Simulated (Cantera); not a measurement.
A closed system holds: 1 mol TEOS, 0.88 mol O3, 13 mol H2, held at 10000 Pa.

These are equilibrium values from Cantera (NASA tables, ideal gas, pure condensed phases), not measurements of a reactor. Candidate condensed phases: C, C6H6, C7H8, C8H18, H2O, Si, SiC, SiO2; 123 gas species. The feed counts by its element totals alone. The tables hold silica as quartz up to 1696 K and as liquid above; real silica turns to tridymite and cristobalite and melts near 1996 K. Rates play no part.

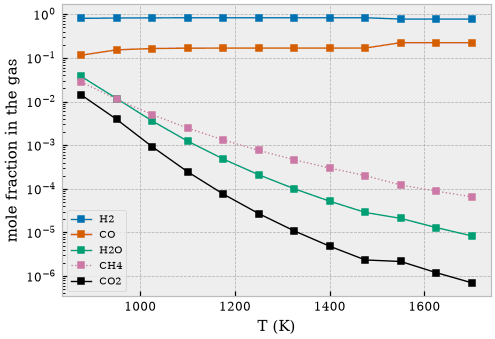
Fig. 1. Equilibrium gas composition (values under 1e-9 drawn at 1e-9)

From 875 K to 1475 K the condensed part is C(graphite) + SiO2(β-quartz). From 1550 K to 1700 K the condensed part is C(graphite) + SiC(s).
